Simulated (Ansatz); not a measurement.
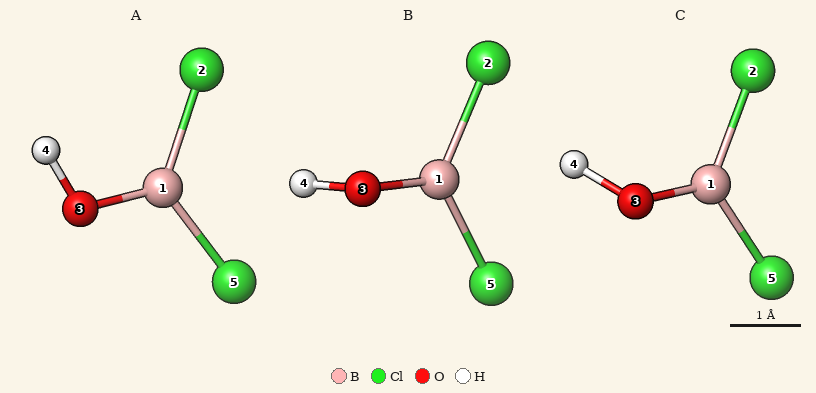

3 geometries from one relaxation of BHOCl2, in shuffled order. A ball-and-stick model, seen at a tilt.

The run prepares the start of a later molecular dynamics calculation, from a guessed geometry.

Theory: RKS B3LYP-D4/STO-3G in Ansatz. (no spin polarisation; force threshold 0.02 eV/Å; at most 40 steps)

**Order the frames from highest to lowest energy.**

B, C, A. They are steps 0, 4, 11, at +0.875 eV, +0.602 eV relative to the last. The atom that moves furthest after the best rigid fit is H4 (0.65 Å). By element the largest moves are H 0.65 Å, O 0.54 Å, Cl 0.25 Å, B 0.18 Å. Near-neighbour distances that change, for instance: B1–Cl5 1.860 → 1.791 Å, B1–O3 1.410 → 1.349 Å, B1–Cl2 1.860 → 1.806 Å, O3–H4 1.010 → 1.017 Å. Among the angles between lasting bonds that change: O3–B1–Cl5 120.0° → 117.7°, Cl2–B1–O3 120.0° → 122.0°. Groups turn about B1–O3 by about 90°. The energy falls by 0.875 eV in 11 geometry steps. Largest force component: 2.2 eV/Å at the start, 0.0022 eV/Å at the end.

Limits of the set-up: STO-3G is a minimal basis, so the numbers are rough.
